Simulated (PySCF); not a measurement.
# C₂H₉B₂P: NMR shifts at several levels of theory, part 2 of 2

PySCF 2.14.0. Atoms count from 0.

### Step 8. Nuclear shieldings: OPBE/pcSseg-1

Job settings and geometry (Å):

```
{"job": {"kind": "nmr", "xc": "OPBE", "basis": "pcSseg-1", "pop": false}, "charge": 0, "multiplicity": 1}
B      2.464238    -1.322553     0.236265
P      1.408333     0.138550     0.455902
B     -0.378916     0.326045    -0.072188
C     -1.122510    -0.933501    -0.636707
C     -1.079678     1.726206     0.084054
H      1.957184    -2.320375    -0.210980
H      3.626553    -1.273460     0.549121
H      2.033141     1.309272     0.936609
H     -1.551170    -0.691911    -1.625058
H     -0.522246    -1.848942    -0.726152
H     -1.989442    -1.146657     0.014894
H     -0.546076     2.497721    -0.497266
H     -1.045708     2.068585     1.132686
H     -2.131072     1.720431    -0.240353
```

Method: GIAO OPBE/pcSseg-1 NMR shielding, non-relativistic, gas phase.

The program printed:

```text
coarse grid: 11552 points
cycle   1  E = -472.4559895512  dE =  5.270e-02  |g| = 5.369e-01  |ddm| = 3.203e+00
cycle   2  E = -472.3605291070  dE =  9.546e-02  |g| = 7.796e-01  |ddm| = 1.404e+00
cycle   3  E = -472.5417476928  dE = -1.812e-01  |g| = 6.809e-02  |ddm| = 9.068e-01
cycle   4  E = -472.5432270208  dE = -1.479e-03  |g| = 2.824e-02  |ddm| = 1.400e-01
cycle   5  E = -472.5434525375  dE = -2.255e-04  |g| = 1.006e-02  |ddm| = 3.932e-02
cycle   6  E = -472.5434811739  dE = -2.864e-05  |g| = 4.798e-03  |ddm| = 1.708e-02
cycle   7  E = -472.5434902143  dE = -9.040e-06  |g| = 8.843e-04  |ddm| = 6.680e-03
final grid: 105112 points
cycle   8  E = -472.5600576616  dE = -9.079e-05  |g| = 1.741e-02  |ddm| = 6.256e-02
cycle   9  E = -472.5598929754  dE =  1.647e-04  |g| = 2.830e-02  |ddm| = 5.224e-02
cycle  10  E = -472.5601571484  dE = -2.642e-04  |g| = 2.040e-03  |ddm| = 3.397e-02
cycle  11  E = -472.5601581669  dE = -1.018e-06  |g| = 1.327e-03  |ddm| = 4.538e-03
cycle  12  E = -472.5601588113  dE = -6.444e-07  |g| = 2.899e-04  |ddm| = 1.745e-03
cycle  13  E = -472.5601588432  dE = -3.187e-08  |g| = 6.024e-05  |ddm| = 4.812e-04
cycle  14  E = -472.5601588444  dE = -1.173e-09  |g| = 1.688e-05  |ddm| = 7.820e-05
cycle  15  E = -472.5601588444  dE = -7.356e-11  |g| = 3.488e-06  |ddm| = 2.119e-05
converged SCF energy = -472.5601588444

GIAO shielding tensors (ppm)
atom      isotropic    diamagn.    paramagn.     s11        s22        s33       span
  0 B       47.095     197.006    -149.911    -27.765     22.253    146.797    174.562
  1 P      326.219     972.471    -646.252    130.815    401.017    446.824    316.009
  2 B       29.448     192.033    -162.585    -25.360     -6.824    120.527    145.887
  3 C      171.232     253.056     -81.824    149.395    179.944    184.357     34.962
  4 C      171.723     252.583     -80.860    153.297    177.438    184.435     31.137
  5 H       23.798      29.923      -6.125     17.583     25.889     27.922     10.339
  6 H       23.948      28.276      -4.328     18.359     26.361     27.124      8.764
  7 H       25.618      31.386      -5.768     22.227     24.849     29.777      7.550
  8 H       30.150      30.216      -0.067     26.509     28.419     35.521      9.011
  9 H       29.223      31.977      -2.754     24.671     29.042     33.958      9.288
 10 H       30.191      30.247      -0.056     26.617     28.292     35.665      9.048
 11 H       30.026      29.964       0.062     26.041     28.870     35.167      9.126
 12 H       30.009      30.066      -0.057     26.018     28.871     35.137      9.119
 13 H       30.054      30.266      -0.212     26.277     29.122     34.764      8.488
```

Wall time 17 s (1 thread of Arm Neoverse V1, shared host); peak memory 0.73 GiB.

Key values: δ C3 13.7, B2 70.9, B0 53.2, P1 -2.3, H5 7.36, H7 5.61 ppm (means over like atoms).

### Step 9. Shielding tensors: KT2/pcSseg-1

Settings changed since step 8:

```diff
@@ -1,2 +1,2 @@
-{"job": {"kind": "nmr", "xc": "OPBE", "basis": "pcSseg-1", "pop": false}, "charge": 0, "multiplicity": 1}
+{"job": {"kind": "nmr", "xc": "KT2", "basis": "pcSseg-1", "pop": false}, "charge": 0, "multiplicity": 1}
 B      2.464238    -1.322553     0.236265
```

Level: GIAO KT2/pcSseg-1 NMR shielding, non-relativistic, gas phase.

The program printed:

```text
coarse grid: 11552 points
cycle   1  E = -477.7919826317  dE =  9.263e-02  |g| = 5.345e-01  |ddm| = 3.187e+00
cycle   2  E = -477.7103837413  dE =  8.160e-02  |g| = 7.460e-01  |ddm| = 1.318e+00
cycle   3  E = -477.8750797894  dE = -1.647e-01  |g| = 7.611e-02  |ddm| = 8.457e-01
cycle   4  E = -477.8767649902  dE = -1.685e-03  |g| = 2.808e-02  |ddm| = 1.424e-01
cycle   5  E = -477.8770057641  dE = -2.408e-04  |g| = 1.142e-02  |ddm| = 4.364e-02
cycle   6  E = -477.8770490206  dE = -4.326e-05  |g| = 3.906e-03  |ddm| = 1.775e-02
cycle   7  E = -477.8770554456  dE = -6.425e-06  |g| = 4.935e-04  |ddm| = 5.684e-03
final grid: 105112 points
cycle   8  E = -477.8954555710  dE = -1.070e-04  |g| = 1.442e-02  |ddm| = 3.328e-02
cycle   9  E = -477.8953847274  dE =  7.084e-05  |g| = 1.954e-02  |ddm| = 3.160e-02
cycle  10  E = -477.8954953415  dE = -1.106e-04  |g| = 2.854e-03  |ddm| = 2.430e-02
cycle  11  E = -477.8954980668  dE = -2.725e-06  |g| = 1.132e-03  |ddm| = 5.019e-03
cycle  12  E = -477.8954985279  dE = -4.611e-07  |g| = 1.951e-04  |ddm| = 1.450e-03
cycle  13  E = -477.8954985431  dE = -1.520e-08  |g| = 4.203e-05  |ddm| = 3.321e-04
cycle  14  E = -477.8954985436  dE = -5.318e-10  |g| = 1.405e-05  |ddm| = 5.621e-05
converged SCF energy = -477.8954985436

GIAO shielding tensors (ppm)
atom      isotropic    diamagn.    paramagn.     s11        s22        s33       span
  0 B       47.040     198.383    -151.343    -26.898     22.967    145.052    171.950
  1 P      328.790     973.970    -645.181    128.503    405.952    451.914    323.411
  2 B       28.318     193.904    -165.585    -25.563     -6.464    116.982    142.545
  3 C      169.896     253.559     -83.663    147.944    179.497    182.247     34.303
  4 C      170.521     253.053     -82.532    152.445    174.865    184.254     31.809
  5 H       24.044      30.253      -6.209     18.176     25.899     28.058      9.882
  6 H       24.182      28.316      -4.134     18.978     26.308     27.260      8.282
  7 H       25.695      31.185      -5.490     22.251     24.798     30.035      7.784
  8 H       30.183      30.235      -0.052     26.623     28.404     35.523      8.900
  9 H       29.339      32.264      -2.925     24.700     29.184     34.134      9.434
 10 H       30.220      30.295      -0.075     26.733     28.282     35.645      8.913
 11 H       30.056      30.060      -0.004     26.092     28.917     35.159      9.067
 12 H       30.043      30.174      -0.131     26.077     28.918     35.135      9.058
 13 H       30.157      30.340      -0.182     26.386     29.140     34.946      8.561
```

It took 16 s on 1 thread of Arm Neoverse V1, shared host; peak memory 0.73 GiB.

Key values: δ C3 13.0, B2 71.6, B0 52.9, P1 -3.4, H5 7.07, H7 5.48 ppm (means over like atoms).

### Step 10. NMR shieldings: KT3/pcSseg-1

Settings changed since step 9:

```diff
@@ -1,2 +1,2 @@
-{"job": {"kind": "nmr", "xc": "KT2", "basis": "pcSseg-1", "pop": false}, "charge": 0, "multiplicity": 1}
+{"job": {"kind": "nmr", "xc": "KT3", "basis": "pcSseg-1", "pop": false}, "charge": 0, "multiplicity": 1}
 B      2.464238    -1.322553     0.236265
```

With the program's defaults for keys left out, this is: GIAO KT3/pcSseg-1 NMR shielding, non-relativistic, gas phase.

The program printed:

```text
coarse grid: 11552 points
cycle   1  E = -477.3835800641  dE =  7.352e-02  |g| = 5.438e-01  |ddm| = 3.201e+00
cycle   2  E = -477.2957152378  dE =  8.786e-02  |g| = 7.641e-01  |ddm| = 1.406e+00
cycle   3  E = -477.4709532820  dE = -1.752e-01  |g| = 7.514e-02  |ddm| = 8.990e-01
cycle   4  E = -477.4725928937  dE = -1.640e-03  |g| = 2.883e-02  |ddm| = 1.427e-01
cycle   5  E = -477.4728467667  dE = -2.539e-04  |g| = 1.161e-02  |ddm| = 4.409e-02
cycle   6  E = -477.4728910643  dE = -4.430e-05  |g| = 4.103e-03  |ddm| = 1.834e-02
cycle   7  E = -477.4728980858  dE = -7.022e-06  |g| = 5.286e-04  |ddm| = 5.783e-03
final grid: 105112 points
cycle   8  E = -477.4886520749  dE = -1.182e-04  |g| = 6.650e-03  |ddm| = 3.604e-02
cycle   9  E = -477.4886534286  dE = -1.354e-06  |g| = 2.579e-03  |ddm| = 4.899e-03
cycle  10  E = -477.4886540574  dE = -6.289e-07  |g| = 1.090e-03  |ddm| = 3.120e-03
cycle  11  E = -477.4886544256  dE = -3.681e-07  |g| = 1.550e-04  |ddm| = 1.272e-03
cycle  12  E = -477.4886544310  dE = -5.383e-09  |g| = 8.679e-05  |ddm| = 2.815e-04
cycle  13  E = -477.4886544337  dE = -2.707e-09  |g| = 2.630e-05  |ddm| = 1.301e-04
cycle  14  E = -477.4886544339  dE = -2.664e-10  |g| = 7.165e-06  |ddm| = 4.202e-05
converged SCF energy = -477.4886544339

GIAO shielding tensors (ppm)
atom      isotropic    diamagn.    paramagn.     s11        s22        s33       span
  0 B       48.790     198.006    -149.216    -23.738     26.620    143.489    167.228
  1 P      336.757     973.686    -636.929    152.078    402.806    455.386    303.307
  2 B       30.341     193.851    -163.510    -21.390     -4.615    117.028    138.418
  3 C      169.645     252.172     -82.528    149.565    178.738    180.632     31.067
  4 C      170.130     251.596     -81.466    153.268    173.721    183.401     30.134
  5 H       24.338      30.555      -6.217     18.557     26.148     28.309      9.752
  6 H       24.487      28.519      -4.032     19.297     26.610     27.555      8.258
  7 H       26.074      31.536      -5.462     22.564     25.276     30.382      7.817
  8 H       30.331      30.318       0.013     26.825     28.618     35.551      8.726
  9 H       29.504      32.319      -2.816     24.936     29.345     34.231      9.295
 10 H       30.367      30.380      -0.013     26.935     28.500     35.665      8.730
 11 H       30.198      30.110       0.088     26.307     29.120     35.168      8.860
 12 H       30.185      30.224      -0.039     26.291     29.120     35.143      8.851
 13 H       30.300      30.354      -0.054     26.585     29.305     35.009      8.425
```

Wall time 16 s (1 thread of Arm Neoverse V1, shared host); peak memory 0.73 GiB.

In short: δ C3 12.4, B2 70.2, B0 51.7, P1 -4.4, H5 6.91, H7 5.25 ppm (means over like atoms).

### Step 11. Shielding tensors: B97-D/pcSseg-1

Settings changed since step 10:

```diff
@@ -1,2 +1,2 @@
-{"job": {"kind": "nmr", "xc": "KT3", "basis": "pcSseg-1", "pop": false}, "charge": 0, "multiplicity": 1}
+{"job": {"kind": "nmr", "xc": "B97-D", "basis": "pcSseg-1", "pop": false}, "charge": 0, "multiplicity": 1}
 B      2.464238    -1.322553     0.236265
```

Method: GIAO B97-D/pcSseg-1 NMR shielding, non-relativistic, gas phase.

The program printed:

```text
coarse grid: 11552 points
cycle   1  E = -472.4498321237  dE =  5.223e-02  |g| = 5.514e-01  |ddm| = 3.210e+00
cycle   2  E = -472.3542618303  dE =  9.557e-02  |g| = 7.920e-01  |ddm| = 1.358e+00
cycle   3  E = -472.5378736258  dE = -1.836e-01  |g| = 6.899e-02  |ddm| = 8.783e-01
cycle   4  E = -472.5392631925  dE = -1.390e-03  |g| = 3.049e-02  |ddm| = 1.377e-01
cycle   5  E = -472.5395364731  dE = -2.733e-04  |g| = 1.060e-02  |ddm| = 4.330e-02
cycle   6  E = -472.5395705572  dE = -3.408e-05  |g| = 4.385e-03  |ddm| = 1.700e-02
cycle   7  E = -472.5395783890  dE = -7.832e-06  |g| = 6.844e-04  |ddm| = 6.269e-03
final grid: 105112 points
cycle   8  E = -472.5583990334  dE = -6.592e-05  |g| = 6.701e-03  |ddm| = 3.241e-02
cycle   9  E = -472.5583869470  dE =  1.209e-05  |g| = 8.803e-03  |ddm| = 1.351e-02
cycle  10  E = -472.5584087004  dE = -2.175e-05  |g| = 1.840e-03  |ddm| = 9.599e-03
cycle  11  E = -472.5584095886  dE = -8.882e-07  |g| = 1.030e-03  |ddm| = 3.383e-03
cycle  12  E = -472.5584099962  dE = -4.076e-07  |g| = 4.347e-05  |ddm| = 1.157e-03
cycle  13  E = -472.5584099968  dE = -5.539e-10  |g| = 1.931e-05  |ddm| = 8.507e-05
converged SCF energy = -472.5584099968

GIAO shielding tensors (ppm)
atom      isotropic    diamagn.    paramagn.     s11        s22        s33       span
  0 B       44.386     197.080    -152.694    -29.888     22.017    141.030    170.918
  1 P      307.752     972.956    -665.203    116.602    373.647    433.008    316.406
  2 B       25.501     193.555    -168.054    -27.506    -10.152    114.162    141.668
  3 C      166.605     251.819     -85.214    146.139    175.537    178.139     32.000
  4 C      167.133     251.293     -84.160    149.799    171.410    180.189     30.390
  5 H       24.388      30.620      -6.232     18.452     26.300     28.411      9.959
  6 H       24.542      28.648      -4.106     19.218     26.762     27.645      8.427
  7 H       26.173      31.430      -5.257     22.619     25.393     30.508      7.889
  8 H       30.405      30.282       0.123     26.924     28.760     35.531      8.608
  9 H       29.607      32.265      -2.657     25.109     29.515     34.197      9.087
 10 H       30.439      30.338       0.101     27.034     28.633     35.649      8.615
 11 H       30.283      30.094       0.189     26.420     29.266     35.163      8.744
 12 H       30.270      30.206       0.065     26.406     29.268     35.138      8.731
 13 H       30.391      30.344       0.047     26.718     29.481     34.976      8.258
```

Run time: 15 s. Hardware: 1 thread of Arm Neoverse V1, shared host; peak memory 0.73 GiB.

In short: δ C3 12.3, B2 72.7, B0 53.8, P1 0.1, H5 6.95, H7 5.24 ppm (means over like atoms).

### Step 12. Nuclear shieldings: B3LYP/pcSseg-1

Settings changed since step 11:

```diff
@@ -1,2 +1,2 @@
-{"job": {"kind": "nmr", "xc": "B97-D", "basis": "pcSseg-1", "pop": false}, "charge": 0, "multiplicity": 1}
+{"job": {"kind": "nmr", "xc": "B3LYP", "basis": "pcSseg-1", "pop": false}, "charge": 0, "multiplicity": 1}
 B      2.464238    -1.322553     0.236265
```

Level: GIAO B3LYP/pcSseg-1 NMR shielding, non-relativistic, gas phase.

The program printed:

```text
coarse grid: 11552 points
cycle   1  E = -472.5989965204  dE =  1.266e-01  |g| = 4.642e-01  |ddm| = 3.137e+00
cycle   2  E = -472.5783507865  dE =  2.065e-02  |g| = 5.403e-01  |ddm| = 9.025e-01
cycle   3  E = -472.6592251407  dE = -8.087e-02  |g| = 3.660e-02  |ddm| = 5.140e-01
cycle   4  E = -472.6595345399  dE = -3.094e-04  |g| = 2.301e-02  |ddm| = 7.737e-02
cycle   5  E = -472.6596992854  dE = -1.647e-04  |g| = 4.612e-03  |ddm| = 2.828e-02
cycle   6  E = -472.6597051414  dE = -5.856e-06  |g| = 2.103e-03  |ddm| = 7.591e-03
final grid: 105112 points
cycle   7  E = -472.6907169026  dE = -2.064e-05  |g| = 5.913e-03  |ddm| = 1.812e-02
cycle   8  E = -472.6907100992  dE =  6.803e-06  |g| = 7.507e-03  |ddm| = 1.117e-02
cycle   9  E = -472.6907264951  dE = -1.640e-05  |g| = 7.228e-04  |ddm| = 6.939e-03
cycle  10  E = -472.6907266711  dE = -1.759e-07  |g| = 1.143e-04  |ddm| = 9.068e-04
cycle  11  E = -472.6907266748  dE = -3.760e-09  |g| = 4.990e-05  |ddm| = 1.765e-04
cycle  12  E = -472.6907266756  dE = -8.060e-10  |g| = 7.966e-06  |ddm| = 6.991e-05
converged SCF energy = -472.6907266756

GIAO shielding tensors (ppm)
atom      isotropic    diamagn.    paramagn.     s11        s22        s33       span
  0 B       37.204     196.630    -159.426    -43.525     14.261    140.875    184.400
  1 P      296.652     972.507    -675.854     91.096    367.496    431.366    340.270
  2 B       18.164     192.417    -174.253    -38.249    -21.841    114.580    152.829
  3 C      166.626     251.728     -85.101    144.943    176.202    178.733     33.790
  4 C      167.513     251.185     -83.672    149.289    172.127    181.122     31.833
  5 H       24.266      30.447      -6.181     18.113     26.168     28.517     10.405
  6 H       24.393      28.536      -4.143     18.870     26.601     27.708      8.838
  7 H       26.213      31.457      -5.245     22.559     25.446     30.633      8.074
  8 H       30.411      30.242       0.169     26.803     28.759     35.672      8.869
  9 H       29.589      32.251      -2.662     24.991     29.474     34.302      9.311
 10 H       30.447      30.299       0.148     26.918     28.632     35.792      8.874
 11 H       30.291      30.060       0.231     26.307     29.248     35.319      9.012
 12 H       30.277      30.171       0.107     26.296     29.249     35.288      8.992
 13 H       30.376      30.302       0.074     26.569     29.448     35.110      8.541
```

It took 9.7 s on 1 thread of Arm Neoverse V1, shared host; peak memory 0.73 GiB.

Key values: δ C3 12.2, B2 79.7, B0 60.6, P1 0.8, H5 7.05, H7 5.17 ppm (means over like atoms).

### Step 13. Run by run: NMR shifts

Shifts (ppm), means over like atoms, with basis size and wall time:

| run | C3 | H5 | H7 | H8 | B2 | B0 | P1 | functions | time |
| --- | --- | --- | --- | --- | --- | --- | --- | --- | --- |
| HF/pcSseg-1 | 10.2 | 6.98 | 4.61 | 1.07 | 77.9 | 63.1 | -29.7 | 137 | 4.8 s |
| LDA/pcSseg-1 | 14.2 | 7.51 | 5.99 | 1.27 | 80.9 | 62.0 | 18.6 | 137 | 14 s |
| PBE/pcSseg-1 | 13.6 | 7.28 | 5.60 | 1.24 | 76.8 | 57.3 | 7.3 | 137 | 16 s |
| BLYP/pcSseg-1 | 12.8 | 7.02 | 5.31 | 1.18 | 78.5 | 58.0 | 11.7 | 137 | 16 s |
| BP86/pcSseg-1 | 13.6 | 7.23 | 5.53 | 1.23 | 76.3 | 56.8 | 6.0 | 137 | 16 s |
| OPBE/pcSseg-1 | 13.7 | 7.36 | 5.61 | 1.29 | 70.9 | 53.2 | -2.3 | 137 | 17 s |
| KT2/pcSseg-1 | 13.0 | 7.07 | 5.48 | 1.18 | 71.6 | 52.9 | -3.4 | 137 | 16 s |
| KT3/pcSseg-1 | 12.4 | 6.91 | 5.25 | 1.17 | 70.2 | 51.7 | -4.4 | 137 | 16 s |
| B97-D/pcSseg-1 | 12.3 | 6.95 | 5.24 | 1.18 | 72.7 | 53.8 | 0.1 | 137 | 15 s |
| B3LYP/pcSseg-1 | 12.2 | 7.05 | 5.17 | 1.15 | 79.7 | 60.6 | 0.8 | 137 | 9.7 s |

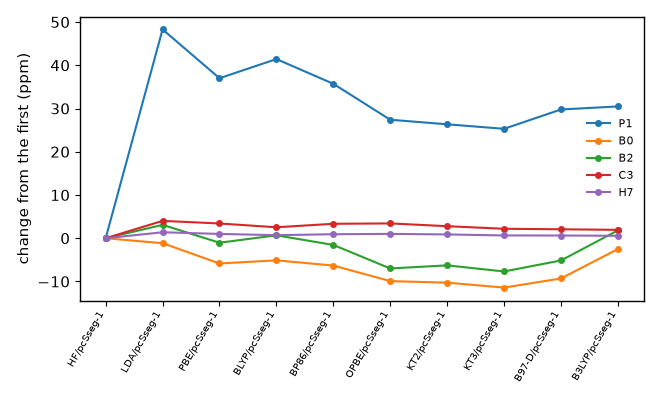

How five of the tabulated atoms move from run to run.

### Step 14. Outcome

What follows sums up all 2 parts.

```
                                                             quantity                 value
                                                          point group                    C1
                                 rotational constants (main isotopes)  6.15, 2.44, 1.79 GHz
13C shifts against TMS (HF/pcSseg-1, means over atoms taken as alike)              10.2 ppm
 1H shifts against TMS (HF/pcSseg-1, means over atoms taken as alike)  6.98, 4.61, 1.07 ppm
                            11B shifts against BF3·OEt2 (HF/pcSseg-1)        77.9, 63.1 ppm
                               31P shifts against H3PO4 (HF/pcSseg-1)             -29.7 ppm
                                             range of the shift of P1     -29.7 to 18.6 ppm
```

Single values in the summary come from the first run of each kind that ended normally (HF/pcSseg-1), which need not be the best level. Relaxing lowered the energy by 0.159 eV in 10 steps; the close pair that moved most is B0–H5, from 1.157 to 1.205 Å. At HF/pcSseg-1: The widest tensor belongs to P1: span 296 ppm, with a paramagnetic part of -586 ppm. Across the 10 runs the shift of P1 moves most, between -29.7 (HF/pcSseg-1) and 18.6 ppm (LDA/pcSseg-1).
